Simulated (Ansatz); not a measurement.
**Geometry relaxation of C4H13NSi (part 1 of 2)**

- system: C4H13NSi
- method: RKS r2SCAN-D4/6-31G (Ansatz 0.2.0)

It belongs to a series of runs on one base structure; here: start relaxed. Figures and captions count atoms from 1; the log counts them from 0 in places.

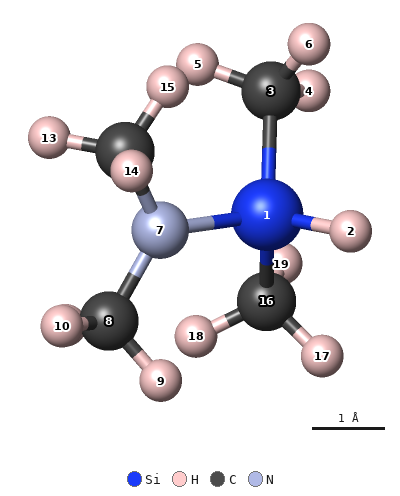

**Figure 1.** The structure as given in the input (ball-and-stick view, seen at a tilt; atoms are numbered from 1 in the order of the input). Bond lengths as drawn: C–H 1.11 Å, C–N 1.47 Å, C–Si 1.87 Å, H–Si 1.46 Å and N–Si 1.82 Å.

## Results in brief

| quantity | value |
| --- | --- |
| outcome | converged |
| total energy | −13721.3168 eV |
| mean-field energy | −13721.2010 eV |
| largest force (length of the vector) at the end | 0.008 eV/Å |
| hardware | 2 threads of Arm Neoverse V1, 24 GiB of memory available, shared host |
| wall time | 98 s (CPU time 3.2 min) |
| peak memory | 0.2 GiB |

## Input file
```yaml
crystal:
  periodic: [false, false, false]
  atoms:
    - { symbol: Si, position_ang: [0.0, 0.0, 0.0] }
    - { symbol: H, position_ang: [0.0, 0.0, 1.46] }
    - { symbol: C, position_ang: [1.7634, 0.0, -0.6227] }
    - { symbol: H, position_ang: [2.1111, -1.0463, -0.7509] }
    - { symbol: H, position_ang: [1.8119, 0.5276, -1.5981] }
    - { symbol: H, position_ang: [2.4154, 0.5187, 0.1108] }
    - { symbol: "N", position_ang: [-0.8572, 1.4851, -0.6061] }
    - { symbol: C, position_ang: [-2.2719, 1.4087, -0.9981] }
    - { symbol: H, position_ang: [-2.8245, 0.7784, -0.2704] }
    - { symbol: H, position_ang: [-2.7088, 2.429, -1.0098] }
    - { symbol: H, position_ang: [-2.3521, 0.9607, -2.0106] }
    - { symbol: C, position_ang: [-0.1354, 2.762, -0.7039] }
    - { symbol: H, position_ang: [-0.2436, 3.1711, -1.73] }
    - { symbol: H, position_ang: [-0.5567, 3.4827, 0.0276] }
    - { symbol: H, position_ang: [0.9399, 2.5975, -0.4831] }
    - { symbol: C, position_ang: [-0.8808, -1.5259, -0.6227] }
    - { symbol: H, position_ang: [-1.3804, -2.0377, 0.2261] }
    - { symbol: H, position_ang: [-1.6409, -1.2332, -1.3768] }
    - { symbol: H, position_ang: [-0.1449, -2.2146, -1.0879] }
basis:
  gaussian: { orbitals: "6-31G" }
hamiltonian:
  xc: r2scan
  dispersion: d4
relax:
  f_tol: 0.02
  max_steps: 40
output:
  orbitals: {}
```

Run as:
```bash
ansatz run input.yaml --threads 2 --pin off --max-ram 3072MiB --backend cpu --events-out ev --progress --plain --runs-dir out
```

## What the program printed
```
The last accepted step is kept in [file] (removed where the run ends without a failure and the disk answers)
Engine: ansatz 0.2.0, aarch64-unknown-linux-gnu
Functional definition: r2SCAN
  parameter k0 = 0.174
  parameter k1 = 0.065
  parameter a1 = 4.9479
  exchange = r2scan_x(k0 = k0, k1 = k1, a1 = a1)
  correlation = r2scan_c
1287 factors; integrals over basis functions are off by at most 1.7e-4 eV
mean field evaluation 1: about -13706.9511 eV, gradient 7.6e1 eV
mean field evaluation 2: about -13690.4328 eV, gradient 1.1e2 eV
mean field evaluation 4: about -13720.7735 eV, gradient 4.8e0 eV
mean field evaluation 8: about -13720.8155 eV, gradient 7.9e-2 eV
mean field -13720.81549860 eV, -504.2306692706 hartree, gradient 3.5e-5 eV, S^2 0.000000; 0 other end points of the search recorded, 0 dependent functions left out
the calculation of the forces begins
reference -13720.81550806 eV, -504.2306696185 hartree; 29, 29 occupied and 55, 55 virtual orbitals, 1287 factors
relax step   1: F+E_penalty+E_count = -13720.93221737 eV  Δ(F+E_penalty+E_count) = +0.000e0 eV  max|allowed force component| = 1.256e0 eV/Å  Δτ_max = 0.0000 Å  (25 SCF iters, accepted)
these checks for a lower state are left out or cut short: starts, cluster_reference, orbital_swaps, neighbouring_geometries, increment
1287 factors; integrals over basis functions are off by at most 1.6e-4 eV
mean field evaluation 16: about -13720.8909 eV, gradient 5.6e0 eV
mean field -13721.02338795 eV, -504.2383090635 hartree, gradient 1.1e-5 eV, S^2 0.000000; 0 other end points of the search recorded, 0 dependent functions left out
[... from here on the field's lines of each further geometry are left out, up to the last ...]
relax step   2: F+E_penalty+E_count = -13721.13917847 eV  Δ(F+E_penalty+E_count) = -2.070e-1 eV  max|allowed force component| = 6.724e-1 eV/Å  Δτ_max = 0.1546 Å  (26 SCF iters, accepted)
relax step   3: F+E_penalty+E_count = -13721.18130427 eV  Δ(F+E_penalty+E_count) = -4.213e-2 eV  max|allowed force component| = 2.422e-1 eV/Å  Δτ_max = 0.1020 Å  (25 SCF iters, accepted)
relax step   4: F+E_penalty+E_count = -13721.21076503 eV  Δ(F+E_penalty+E_count) = -2.946e-2 eV  max|allowed force component| = 4.028e-1 eV/Å  Δτ_max = 0.2000 Å  (26 SCF iters, accepted)
relax step   5: F+E_penalty+E_count = -13721.23107180 eV  Δ(F+E_penalty+E_count) = -2.031e-2 eV  max|allowed force component| = 4.696e-1 eV/Å  Δτ_max = 0.1950 Å  (26 SCF iters, accepted)
relax step   6: F+E_penalty+E_count = -13721.27125293 eV  Δ(F+E_penalty+E_count) = -4.018e-2 eV  max|allowed force component| = 2.491e-1 eV/Å  Δτ_max = 0.2000 Å  (25 SCF iters, accepted)
relax step   7: F+E_penalty+E_count = -13721.29632906 eV  Δ(F+E_penalty+E_count) = -2.508e-2 eV  max|allowed force component| = 5.771e-2 eV/Å  Δτ_max = 0.1442 Å  (26 SCF iters, accepted)
relax step   8: F+E_penalty+E_count = -13721.28712600 eV  Δ(F+E_penalty+E_count) = +9.203e-3 eV  max|allowed force component| = 6.071e-1 eV/Å  Δτ_max = 0.1952 Å  (26 SCF iters, rejected (line search))
relax step   9: F+E_penalty+E_count = -13721.30545063 eV  Δ(F+E_penalty+E_count) = -9.122e-3 eV  max|allowed force component| = 6.384e-2 eV/Å  Δτ_max = 0.0976 Å  (27 SCF iters, accepted)
relax step  10: F+E_penalty+E_count = -13721.30906223 eV  Δ(F+E_penalty+E_count) = -3.612e-3 eV  max|allowed force component| = 1.766e-1 eV/Å  Δτ_max = 0.0955 Å  (26 SCF iters, accepted)
relax step  11: F+E_penalty+E_count = -13721.31376219 eV  Δ(F+E_penalty+E_count) = -4.700e-3 eV  max|allowed force component| = 7.764e-2 eV/Å  Δτ_max = 0.0415 Å  (26 SCF iters, accepted)
relax step  12: F+E_penalty+E_count = -13721.31559509 eV  Δ(F+E_penalty+E_count) = -1.833e-3 eV  max|allowed force component| = 9.349e-2 eV/Å  Δτ_max = 0.0399 Å  (26 SCF iters, accepted)
relax step  13: F+E_penalty+E_count = -13721.31660507 eV  Δ(F+E_penalty+E_count) = -1.010e-3 eV  max|allowed force component| = 3.198e-2 eV/Å  Δτ_max = 0.0343 Å  (25 SCF iters, accepted)
relax step  14: F+E_penalty+E_count = -13721.31677405 eV  Δ(F+E_penalty+E_count) = -1.690e-4 eV  max|allowed force component| = 2.297e-2 eV/Å  Δτ_max = 0.0228 Å  (26 SCF iters, accepted)
the calculation of the forces begins
reference -13721.20103727 eV, -504.2448375554 hartree; 29, 29 occupied and 55, 55 virtual orbitals, 1287 factors
relax step  15: F+E_penalty+E_count = -13721.31679839 eV  Δ(F+E_penalty+E_count) = -2.434e-5 eV  max|allowed force component| = 5.888e-3 eV/Å  Δτ_max = 0.0027 Å  (19 SCF iters, accepted)
```

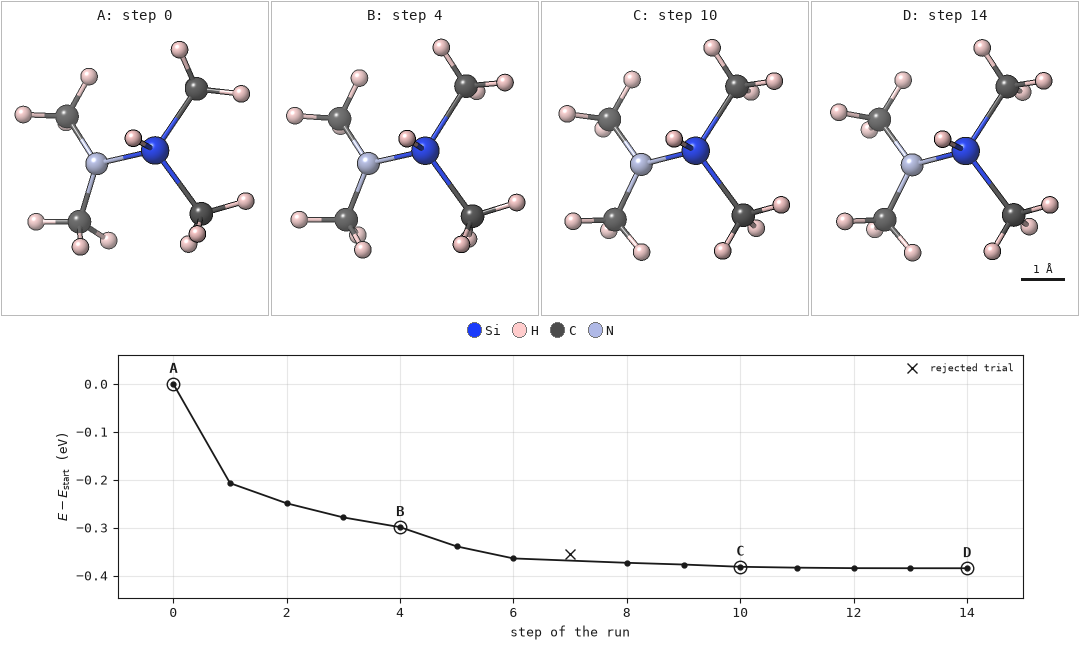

**Figure 2.** Frames of the relaxation (ball-and-stick view, seen at a tilt) above the curves, on which the letters mark them (the first geometry is step 0 here and step 1 in the log).

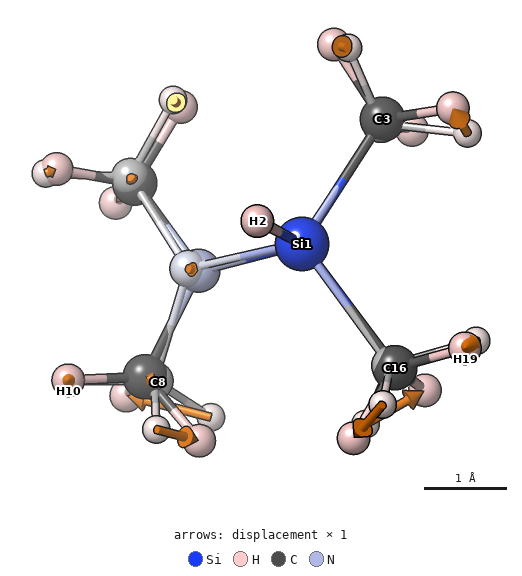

**Figure 3.** Start (faint) and end (solid) with the displacements as orange arrows, at true length (ball-and-stick view, seen at a tilt). The two geometries are laid on each other by the best rigid fit. H11 moves most after the best rigid fit: 1.10 Å. By element the largest moves are H 1.10 Å, N 0.18 Å, C 0.15 Å, Si 0.05 Å. Distances before and after: Si1–H2 1.460 → 1.527 Å, Si1–C16 1.869 → 1.906 Å, Si1–N7 1.819 → 1.785 Å, N7–C12 1.470 → 1.461 Å. Among the angles that change: C8–N7–C12 120.0° → 113.1°, H2–Si1–N7 109.5° → 113.3°, N7–C8–H10 109.5° → 112.7°. Over 14 geometry steps the energy falls by 0.385 eV. The largest force component goes from 1.3 to 0.0059 eV/Å. The line search rejected the trial step at point 7 (counted from 0) and went back. (Atoms are counted from 1 in the order of the input.)

```
1287 factors; integrals over basis functions are off by at most 1.6e-4 eV
mean field -13721.20102790 eV, -504.2448372112 hartree, gradient 6.8e-5 eV, S^2 0.000000; 1 other end points of the search recorded, 0 dependent functions left out
the calculation of the forces begins
reference -13721.20103727 eV, -504.2448375554 hartree; 29, 29 occupied and 55, 55 virtual orbitals, 1287 factors
Total energy: -13721.31680776 eV, -504.2490920425 hartree
Atom 0 at    -0.002122     0.004629    -0.050374 Å, force     0.005888    -0.004411    -0.004159 eV/Å
Atom 1 at    -0.020981     0.009069     1.476352 Å, force    -0.001621    -0.000925    -0.001107 eV/Å
Atom 2 at     1.821119     0.002347    -0.604494 Å, force     0.002581     0.001701     0.001578 eV/Å
Atom 3 at     2.302784    -0.927771    -0.278036 Å, force    -0.000235    -0.000226    -0.000057 eV/Å
Atom 4 at     1.885490     0.060426    -1.697531 Å, force    -0.001553     0.000142     0.000597 eV/Å
Atom 5 at     2.387870     0.837610    -0.178398 Å, force     0.001397     0.000495     0.000124 eV/Å
Atom 6 at    -0.822788     1.416829    -0.770224 Å, force    -0.003511     0.005198    -0.001038 eV/Å
Atom 7 at    -2.278142     1.487161    -0.875567 Å, force    -0.000899    -0.000179    -0.000358 eV/Å
Atom 8 at    -2.707332     0.480635    -0.917220 Å, force     0.000773     0.002671     0.000338 eV/Å
Atom 9 at    -2.742499     2.026892    -0.027971 Å, force     0.000526    -0.001557    -0.002437 eV/Å
Atom 10 at    -2.563395     2.013223    -1.800644 Å, force     0.000007    -0.001554     0.002659 eV/Å
Atom 11 at    -0.178556     2.726463    -0.833834 Å, force     0.000943     0.000536     0.000006 eV/Å
Atom 12 at    -0.473654     3.246617    -1.759109 Å, force     0.000669    -0.000769     0.001565 eV/Å
Atom 13 at    -0.451803     3.378968     0.017553 Å, force     0.000907    -0.001054    -0.001708 eV/Å
Atom 14 at     0.910859     2.616258    -0.845022 Å, force    -0.002239     0.000256     0.000022 eV/Å
Atom 15 at    -0.879492    -1.582365    -0.635796 Å, force    -0.003899    -0.002186     0.003135 eV/Å
Atom 16 at    -1.890964    -1.675481    -0.225016 Å, force    -0.000468    -0.001489    -0.000774 eV/Å
Atom 17 at    -0.945818    -1.598133    -1.730195 Å, force     0.001078     0.002223     0.002119 eV/Å
Atom 18 at    -0.306076    -2.459577    -0.311074 Å, force    -0.000344     0.001126    -0.000504 eV/Å
Dipole moment:     0.001719    -0.003663    -0.075339 e Å
```
